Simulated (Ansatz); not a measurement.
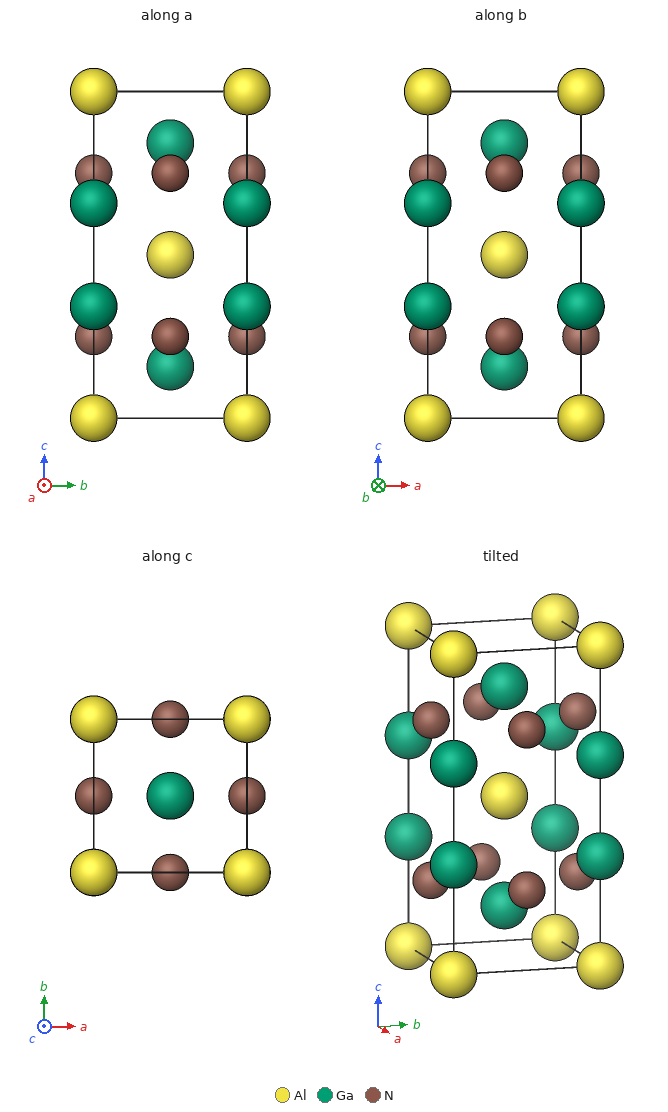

Drawn in the spheres-only manner and seen along the a axis, along the b axis, along the c axis and slightly off an axis. One conventional unit cell is framed, with atoms on its boundary repeated.

Lattice parameters: a = 3.913 Å, b = 3.913 Å, c = 8.336 Å, α = 90.00°, β = 90.00°, γ = 90.00°.

Question: Write down what is shown as a table of Wyckoff sites, with free fractional coordinates to two decimals.

Answer: Space group I4/mmm (No. 139).
```csv
atom,site,x,y,z
Al,2a,0.00,0.00,0.00
Ga,4e,0.00,0.00,0.34
N,4d,0.00,0.50,0.25
```

Provenance: a structure type filled with these elements by a generator (whether the compound takes this form wasn't checked). Relaxation method: DFT PBE, scalar-relativistic, plane waves, PAW (Ansatz 0.2.0).
